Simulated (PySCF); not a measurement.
**MnO(OH)₂: doublet, from a trigonal planar start**

Aim: relax MnO(OH)₂ as a doublet from a trigonal planar start, check by its vibrations whether the end is a minimum, and collect its spectrum and constants.

Method: PBE, basis Mn def2-SVP, O def2-SVP, H def2-SVP, no relativity, density fitting; program: PySCF 2.14.0.

## (1) The system as given

6 atoms, charge 0, spin multiplicity 2.

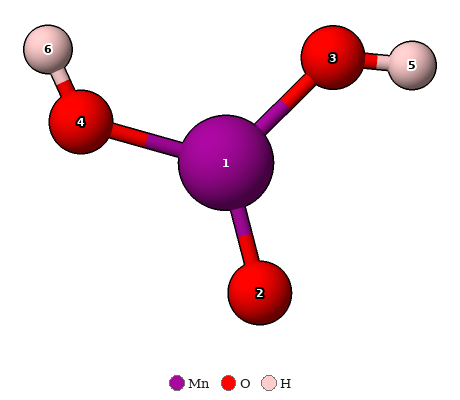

The starting geometry (manganese purple, oxygen red, hydrogen pink); atoms are numbered from 1 in the order of the file.

Z-matrix (Å, degrees; charge 0 multiplicity 2):
```
Mn
O  1 1.6200
O  1 1.8200 2 120.00
O  1 1.8200 2 120.00 3 180.00
H  3 0.9600 1 130.00 2 0.00
H  4 0.9600 1 130.00 2 180.00
```

## (2) Finding the electronic state

One driver script runs all steps and calls PySCF; scf.py shows how it sets up the SCF of each step. The optimiser is the driver's own. After this first run the driver tries any further starts and a stability analysis.

The input, scf.py:

```python
from pyscf import gto, scf, dft
mol = gto.M(atom='''
Mn     0.000000     0.000000     0.000000
O      1.620000     0.000000     0.000000
O     -0.910000     1.576200     0.000000
O     -0.910000    -1.576200     0.000000
H     -0.581700     2.478300     0.000000
H     -1.855400    -1.742900     0.000000''',
    basis={'Mn': 'def2-SVP', 'O': 'def2-SVP', 'H': 'def2-SVP'},
    charge=0, spin=1)
mf = dft.UKS(mol, xc='PBE')
mf.grids.atom_grid = (50, 194)
aux = {'Mn': 'def2-universal-JKFIT', 'O': 'def2-universal-JKFIT', 'H': 'def2-universal-JKFIT'}
mf = mf.density_fit(auxbasis=aux)
mf.conv_tol = 1e-08
mf.diis_space = 10
mf.max_cycle = 60
mf.init_guess = 'minao'
mf.verbose = 4
mf.kernel()
```

The run is started by

```
> OMP_NUM_THREADS=2 python axn.py task.json out
```

The program printed:

```text
init E= -1376.07847526919
[... the frontier-level lines of each cycle are left out ...]
cycle= 1 E= -1368.17350155591  delta_E=  7.9  |g|= 3.07  |ddm|= 4.51
cycle= 2 E= -1331.6381842808  delta_E= 36.5  |g|= 6.97  |ddm|= 8.26
cycle= 3 E= -1360.9223844403  delta_E= -29.3  |g|= 4.54  |ddm|= 5.82
cycle= 4 E= -1363.56291092921  delta_E= -2.64  |g|= 4.76  |ddm|= 2.78
cycle= 5 E= -1372.75483368044  delta_E= -9.19  |g|= 3.67  |ddm|= 2.55
cycle= 6 E= -1365.65894231974  delta_E=  7.1  |g|= 4.59  |ddm|= 1.22
cycle= 7 E= -1371.53119689594  delta_E= -5.87  |g|= 3.86  |ddm|= 1.57
cycle= 8 E= -1370.24213141387  delta_E= 1.29  |g|= 4.02  |ddm|= 1.09
cycle= 9 E= -1372.0652261316  delta_E= -1.82  |g|= 3.84  |ddm|=  1.5
cycle= 10 E= -1373.2011444031  delta_E= -1.14  |g|= 3.26  |ddm|= 1.31
cycle= 11 E= -1376.10425678731  delta_E= -2.9  |g|= 1.75  |ddm|= 1.16
cycle= 12 E= -1369.22693998213  delta_E= 6.88  |g|= 2.75  |ddm|= 4.78
cycle= 13 E= -1372.19237165189  delta_E= -2.97  |g|= 3.74  |ddm|=    5
cycle= 14 E= -1366.40505703007  delta_E= 5.79  |g|= 4.68  |ddm|= 2.06
cycle= 15 E= -1367.17858921807  delta_E= -0.774  |g|= 4.68  |ddm|= 0.401
cycle= 16 E= -1367.29704293213  delta_E= -0.118  |g|= 4.69  |ddm|=  0.1
cycle= 17 E= -1367.82148054899  delta_E= -0.524  |g|= 4.66  |ddm|= 0.0963
cycle= 18 E= -1368.04793501883  delta_E= -0.226  |g|= 4.64  |ddm|= 0.0627
cycle= 19 E= -1370.387895549  delta_E= -2.34  |g|= 4.09  |ddm|= 1.34
cycle= 20 E= -1371.09672702946  delta_E= -0.709  |g|=    4  |ddm|= 0.497
cycle= 21 E= -1371.085000326  delta_E= 0.0117  |g|= 4.11  |ddm|= 0.518
cycle= 22 E= -1361.46525527839  delta_E= 9.62  |g|=  4.7  |ddm|= 1.82
cycle= 23 E= -1362.29168227485  delta_E= -0.826  |g|= 5.53  |ddm|= 6.08
cycle= 24 E= -1373.88319122357  delta_E= -11.6  |g|= 2.43  |ddm|= 4.96
cycle= 25 E= -1371.39444523363  delta_E= 2.49  |g|= 3.63  |ddm|= 3.24
cycle= 26 E= -1375.71257186305  delta_E= -4.32  |g|= 1.74  |ddm|= 2.14
cycle= 27 E= -1376.62835139101  delta_E= -0.916  |g|= 1.13  |ddm|= 1.63
cycle= 28 E= -1376.59685942072  delta_E= 0.0315  |g|= 0.976  |ddm|= 1.74
cycle= 29 E= -1376.9421705695  delta_E= -0.345  |g|= 0.649  |ddm|= 1.53
cycle= 30 E= -1377.06229459976  delta_E= -0.12  |g|= 0.335  |ddm|= 0.444
cycle= 31 E= -1377.1005959865  delta_E= -0.0383  |g|= 0.0796  |ddm|= 0.319
cycle= 32 E= -1377.09964621279  delta_E= 0.00095  |g|= 0.102  |ddm|= 0.243
cycle= 33 E= -1377.10356830566  delta_E= -0.00392  |g|= 0.0277  |ddm|= 0.137
cycle= 34 E= -1377.10388145464  delta_E= -0.000313  |g|= 0.00409  |ddm|= 0.0305
cycle= 35 E= -1377.1039021348  delta_E= -2.07e-05  |g|= 0.00463  |ddm|= 0.0201
cycle= 36 E= -1377.10392164661  delta_E= -1.95e-05  |g|= 0.00299  |ddm|= 0.0135
cycle= 37 E= -1377.10393143814  delta_E= -9.79e-06  |g|= 0.00251  |ddm|= 0.00753
cycle= 38 E= -1377.1039300019  delta_E= 1.44e-06  |g|= 0.0021  |ddm|= 0.00217
cycle= 39 E= -1377.10388402888  delta_E= 4.6e-05  |g|= 0.00145  |ddm|= 0.0527
cycle= 40 E= -1377.10387895951  delta_E= 5.07e-06  |g|= 0.00147  |ddm|= 0.0217
cycle= 41 E= -1377.10388334365  delta_E= -4.38e-06  |g|= 0.00128  |ddm|= 0.0246
cycle= 42 E= -1377.10389233427  delta_E= -8.99e-06  |g|= 0.00064  |ddm|= 0.0258
cycle= 43 E= -1377.10389369094  delta_E= -1.36e-06  |g|= 0.000402  |ddm|= 0.00956
cycle= 44 E= -1377.10389553697  delta_E= -1.85e-06  |g|= 0.00031  |ddm|= 0.0165
cycle= 45 E= -1377.10389569339  delta_E= -1.56e-07  |g|= 0.000174  |ddm|= 0.00456
cycle= 46 E= -1377.10389571912  delta_E= -2.57e-08  |g|= 0.000125  |ddm|= 0.00159
cycle= 47 E= -1377.10389571312  delta_E= 6e-09  |g|= 9.4e-05  |ddm|= 0.00151
Extra cycle  E= -1377.10389551795  delta_E= 1.95e-07  |g|= 0.000772  |ddm|= 0.000683
SCF not converged.
init E= -1376.07847526919
cycle= 1 E= -1368.52116330425  delta_E= 7.56  |g|= 3.02  |ddm|= 4.09
cycle= 2 E= -1342.53697828928  delta_E=   26  |g|= 6.91  |ddm|= 7.34
cycle= 3 E= -1358.72989035045  delta_E= -16.2  |g|=  5.4  |ddm|= 2.86
cycle= 4 E= -1362.90504464408  delta_E= -4.18  |g|= 4.91  |ddm|= 1.05
cycle= 5 E= -1365.85343403522  delta_E= -2.95  |g|= 4.55  |ddm|= 1.39
cycle= 6 E= -1367.77434263695  delta_E= -1.92  |g|= 4.34  |ddm|= 0.499
cycle= 7 E= -1367.9182422983  delta_E= -0.144  |g|= 4.36  |ddm|= 0.207
cycle= 8 E= -1368.03791869366  delta_E= -0.12  |g|= 4.36  |ddm|= 0.119
cycle= 9 E= -1368.52075263286  delta_E= -0.483  |g|= 4.31  |ddm|= 0.126
cycle= 10 E= -1368.0673661363  delta_E= 0.453  |g|= 4.38  |ddm|= 0.229
cycle= 11 E= -1367.53231720502  delta_E= 0.535  |g|= 4.44  |ddm|= 0.212
cycle= 12 E= -1361.20641136629  delta_E= 6.33  |g|= 5.51  |ddm|= 5.27
cycle= 13 E= -1368.66259546735  delta_E= -7.46  |g|= 2.88  |ddm|= 2.37
cycle= 14 E= -1363.87046146738  delta_E= 4.79  |g|= 4.98  |ddm|= 5.22
cycle= 15 E= -1362.85159460336  delta_E= 1.02  |g|= 4.81  |ddm|= 0.495
cycle= 16 E= -1362.60603683534  delta_E= 0.246  |g|= 4.77  |ddm|= 0.269
cycle= 17 E= -1361.43786442671  delta_E= 1.17  |g|= 4.78  |ddm|= 0.375
cycle= 18 E= -1361.1724632846  delta_E= 0.265  |g|= 4.71  |ddm|= 0.627
cycle= 19 E= -1360.80404678588  delta_E= 0.368  |g|= 4.71  |ddm|= 0.276
cycle= 20 E= -1360.63514538524  delta_E= 0.169  |g|= 4.71  |ddm|= 0.194
cycle= 21 E= -1360.67020995756  delta_E= -0.0351  |g|= 4.73  |ddm|= 0.32
cycle= 22 E= -1360.63238909411  delta_E= 0.0378  |g|= 4.74  |ddm|= 0.231
cycle= 23 E= -1361.99034587492  delta_E= -1.36  |g|= 4.81  |ddm|= 0.51
cycle= 24 E= -1296.15923252155  delta_E= 65.8  |g|= 7.93  |ddm|=   15
cycle= 25 E= -1368.37265739124  delta_E= -72.2  |g|= 3.01  |ddm|= 12.9
cycle= 26 E= -1369.89868644806  delta_E= -1.53  |g|= 4.58  |ddm|= 5.48
cycle= 27 E= -1367.10589737005  delta_E= 2.79  |g|= 4.72  |ddm|= 0.987
cycle= 28 E= -1366.32545981119  delta_E= 0.78  |g|= 4.69  |ddm|= 0.353
cycle= 29 E= -1366.03987543933  delta_E= 0.286  |g|= 4.68  |ddm|= 0.234
cycle= 30 E= -1365.12756053201  delta_E= 0.912  |g|= 4.68  |ddm|= 0.499
cycle= 31 E= -1364.58105411226  delta_E= 0.547  |g|= 4.62  |ddm|= 0.363
cycle= 32 E= -1364.03675577743  delta_E= 0.544  |g|= 4.59  |ddm|= 0.222
cycle= 33 E= -1362.60508185286  delta_E= 1.43  |g|= 4.62  |ddm|= 0.369
cycle= 34 E= -1362.70436286689  delta_E= -0.0993  |g|= 4.57  |ddm|= 0.19
cycle= 35 E= -1363.35224732743  delta_E= -0.648  |g|= 4.58  |ddm|= 0.212
cycle= 36 E= -1360.46355283292  delta_E= 2.89  |g|= 5.83  |ddm|= 6.35
cycle= 37 E= -1367.95942154325  delta_E= -7.5  |g|=  3.2  |ddm|= 3.11
cycle= 38 E= -1360.62482604929  delta_E= 7.33  |g|= 4.64  |ddm|=  5.8
cycle= 39 E= -1360.28646058647  delta_E= 0.338  |g|= 4.59  |ddm|= 0.337
cycle= 40 E= -1360.92659400741  delta_E= -0.64  |g|= 4.58  |ddm|= 0.247
cycle= 41 E= -1361.72195808886  delta_E= -0.795  |g|= 4.63  |ddm|= 0.447
cycle= 42 E= -1362.24524685005  delta_E= -0.523  |g|= 4.65  |ddm|= 0.386
cycle= 43 E= -1361.6061946585  delta_E= 0.639  |g|= 4.71  |ddm|= 0.358
cycle= 44 E= -1361.3851755586  delta_E= 0.221  |g|= 4.71  |ddm|= 0.129
cycle= 45 E= -1361.15587984333  delta_E= 0.229  |g|= 4.74  |ddm|= 0.205
cycle= 46 E= -1361.76040383816  delta_E= -0.605  |g|= 4.78  |ddm|= 0.337
cycle= 47 E= -1364.78190798295  delta_E= -3.02  |g|= 4.68  |ddm|= 0.631
cycle= 48 E= -1311.94394567818  delta_E= 52.8  |g|= 8.99  |ddm|= 12.7
cycle= 49 E= -1365.33501530689  delta_E= -53.4  |g|= 3.79  |ddm|= 8.73
cycle= 50 E= -1376.37607021494  delta_E=  -11  |g|= 1.07  |ddm|=  6.7
cycle= 51 E= -1376.38625602152  delta_E= -0.0102  |g|= 1.33  |ddm|= 1.57
cycle= 52 E= -1376.84725169822  delta_E= -0.461  |g|= 0.703  |ddm|= 0.502
cycle= 53 E= -1377.03009759447  delta_E= -0.183  |g|= 0.321  |ddm|= 0.338
cycle= 54 E= -1377.08085259391  delta_E= -0.0508  |g|= 0.148  |ddm|= 0.225
cycle= 55 E= -1377.08973417426  delta_E= -0.00888  |g|= 0.123  |ddm|= 0.125
cycle= 56 E= -1377.09599746357  delta_E= -0.00626  |g|= 0.0815  |ddm|= 0.086
cycle= 57 E= -1377.09914127945  delta_E= -0.00314  |g|= 0.0397  |ddm|= 0.061
cycle= 58 E= -1377.10032077428  delta_E= -0.00118  |g|= 0.0107  |ddm|= 0.0437
cycle= 59 E= -1377.10073755932  delta_E= -0.000417  |g|= 0.0101  |ddm|= 0.0314
cycle= 60 E= -1377.1010666951  delta_E= -0.000329  |g|= 0.0085  |ddm|= 0.0272
cycle= 61 E= -1377.10136106037  delta_E= -0.000294  |g|= 0.00738  |ddm|= 0.0265
cycle= 62 E= -1377.10160739091  delta_E= -0.000246  |g|= 0.00709  |ddm|= 0.024
cycle= 63 E= -1377.1018476842  delta_E= -0.00024  |g|= 0.00618  |ddm|= 0.0247
cycle= 64 E= -1377.10206044084  delta_E= -0.000213  |g|= 0.00642  |ddm|= 0.0239
cycle= 65 E= -1377.10224671153  delta_E= -0.000186  |g|= 0.00557  |ddm|= 0.0213
cycle= 66 E= -1377.10241956651  delta_E= -0.000173  |g|= 0.00559  |ddm|= 0.0213
cycle= 67 E= -1377.10255890213  delta_E= -0.000139  |g|= 0.0124  |ddm|= 0.0258
cycle= 68 E= -1377.1026794793  delta_E= -0.000121  |g|= 0.016  |ddm|= 0.0242
cycle= 69 E= -1377.10285925859  delta_E= -0.00018  |g|= 0.0103  |ddm|= 0.0186
cycle= 70 E= -1377.10299555248  delta_E= -0.000136  |g|= 0.00776  |ddm|= 0.0176
cycle= 71 E= -1377.10309994523  delta_E= -0.000104  |g|= 0.011  |ddm|= 0.0209
cycle= 72 E= -1377.1032131805  delta_E= -0.000113  |g|= 0.00975  |ddm|= 0.0177
cycle= 73 E= -1377.1033069115  delta_E= -9.37e-05  |g|= 0.0111  |ddm|= 0.0194
cycle= 74 E= -1377.10339766677  delta_E= -9.08e-05  |g|= 0.0113  |ddm|= 0.0183
cycle= 75 E= -1377.10348507604  delta_E= -8.74e-05  |g|= 0.0113  |ddm|= 0.018
cycle= 76 E= -1377.1035690977  delta_E= -8.4e-05  |g|= 0.0106  |ddm|= 0.0166
cycle= 77 E= -1377.10364023426  delta_E= -7.11e-05  |g|= 0.0115  |ddm|= 0.0186
cycle= 78 E= -1377.10371541709  delta_E= -7.52e-05  |g|= 0.0115  |ddm|= 0.0193
cycle= 79 E= -1377.10378359479  delta_E= -6.82e-05  |g|= 0.0109  |ddm|= 0.0167
cycle= 80 E= -1377.10387289709  delta_E= -8.93e-05  |g|= 0.00709  |ddm|= 0.0178
SCF not converged.
macro= 0  E= -1377.10409083284  delta_E= -0.000217936  |g|= 0.0092638  4 KF 25 JK
macro= 1  E= -1377.10314535843  delta_E= 0.000945474  |g|= 0.00797541  2 KF 8 JK
macro= 2  E= -1377.10434232329  delta_E= -0.00119696  |g|= 0.00487818  3 KF 9 JK
macro= 3  E= -1377.10437838517  delta_E= -3.60619e-05  |g|= 0.000114535  3 KF 15 JK
macro= 4  E= -1377.10437838847  delta_E= -3.30692e-09  |g|= 4.35138e-05  1 KF 6 JK
macro X = 5  E=-1377.10437838847  |g|= 4.35138e-05  total 14 KF 69 JK
converged SCF energy = -1377.10437838847  <S^2> = 0.95222252  2S+1 = 2.1929182
```

This step, with its further starts and checks, took 2.5 min on 2 threads of Intel Xeon Platinum 8375C at 2.90GHz (Ice Lake), shared host.

Energies from each starting density:

```
                      start   energy (Eh)
    the minimal-basis guess  -1377.104378
a thermally smeared density  -1377.103896
      a smeared PBE density  -1377.104140
```

Where DIIS stalls, the driver goes on with a level shift of 0.3 Eh and then with a second-order solver.

The test of internal stability and the other starts found no lower solution of this spin.

## (3) Relaxation: trigonal planar start, doublet

The program finds Cs symmetry in the start, which this walk keeps.

Edit scf.py of step 2 so:

```diff
@@ -3,6 +3,6 @@
-Mn     0.000000     0.000000     0.000000
-O      1.620000     0.000000     0.000000
-O     -0.910000     1.576200     0.000000
-O     -0.910000    -1.576200     0.000000
-H     -0.581700     2.478300     0.000000
-H     -1.855400    -1.742900     0.000000''',
+Mn     0.053890    -0.007063     0.000000
+O      1.673890    -0.007063     0.000000
+O     -0.856110     1.569137     0.000000
+O     -0.856110    -1.583263     0.000000
+H     -0.527810     2.471237     0.000000
+H     -1.801510    -1.749963     0.000000''',
@@ -18 +17,0 @@
-mf.init_guess = 'minao'
```

The optimiser's trace:

```
step   energy (Eh)  change (kJ/mol)  largest symmetric gradient (Eh/bohr)
   0  -1377.104378             0.00                               0.06919
   1  -1377.116662           -32.25                               0.01098
   2  -1377.118352           -36.69                               0.01505
   3  -1377.118789           -37.84                               0.00487
   4  -1377.119140           -38.76                               0.00693
   5  -1377.119492           -39.68                               0.00722
   6  -1377.119623           -40.03                               0.00330
   7  -1377.119688           -40.19                               0.00212
```

The walk took 44 s.

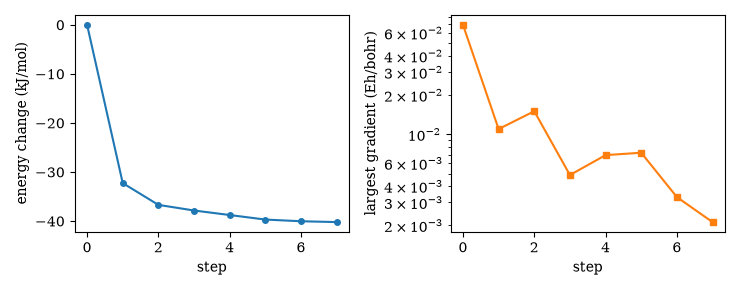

Energy and largest gradient along the walk.

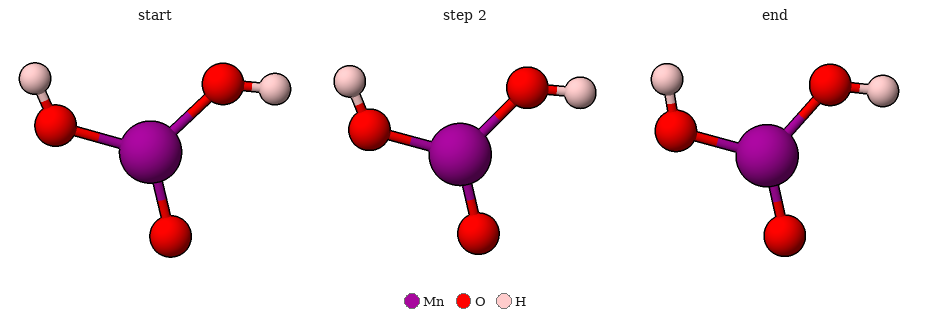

The geometry along the walk, at one scale.

It was stopped by the time limit after 7 steps, so the last geometry (Mn–O 1.532 Å, Mn–O 1.738 Å, Mn–O 1.745 Å, O–H 0.975 Å, O–H 0.978 Å) is no stationary point.

## (4) Results

```
           quantity  value
        relaxations      1
          converged      0
saddle points found      0
       minima found      0
```

What this shows: No minimum was confirmed: the time limit cut the work short. No equilibrium property of the molecule follows from this session.
